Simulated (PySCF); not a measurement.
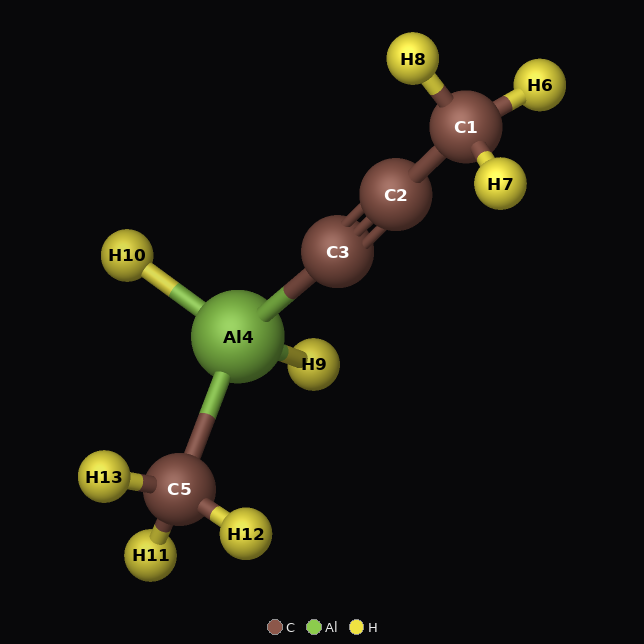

The species has charge −1 and is a spin singlet. Computed geometry: GFN2-xTB optimisation. No frequency run is at hand to confirm it as a minimum. Properties computed with delta-SCF UKS SCAN, pcX-2 on the ionised atom, pcseg-1 elsewhere, spin-free X2C (PySCF 2.14.0).

Give the core-electron binding energies (to vacuum; p and d levels without spin–orbit splitting) of C1 1s, C2 1s, C3 1s, Al4 1s, Al4 2p, C5 1s.

| atom | level | binding energy (eV) |
| --- | --- | --- |
| C1 | 1s | 287.9 |
| C2 | 1s | 285.1 |
| C3 | 1s | 284.4 |
| Al4 | 1s | 1560.0 |
| Al4 | 2p | 73.6 |
| C5 | 1s | 284.5 |

The geometry is semi-empirical. Around Al such bond lengths and angles can be off by a tenth of an ångström or more and by several degrees, and values that hang on the shape move with them.
